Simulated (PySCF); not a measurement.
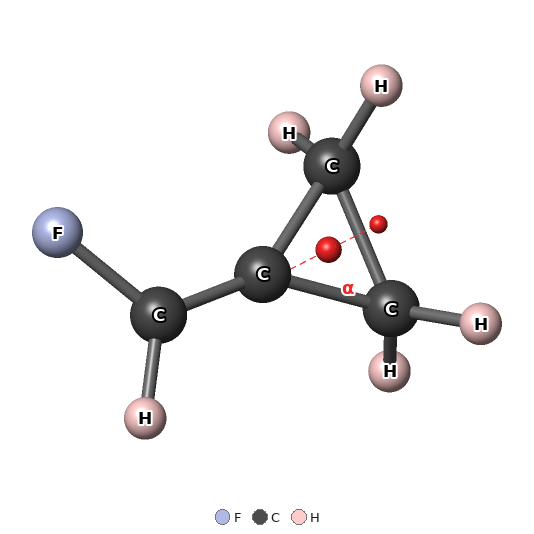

The small points mark where nucleus-independent chemical shifts (NICS) were computed: at the centre of each lettered ring and 1 Å above and below it. Computed geometry: PBE0-D3(BJ)/def2-SVP optimisation. No frequency run is at hand to confirm it as a minimum. Level of theory: GIAO LC-wPBE/pcSseg-2 NMR shielding, non-relativistic, gas phase (PySCF 2.14.0).

Give NICS(0), NICS(1) and the out-of-plane component NICS(1)zz for each ring (means of the two sides).

```
ring  members  NICS(0)  NICS(1)  NICS(1)zz
   α       C3    −36.5     −8.0      −20.9
```

Values in ppm.
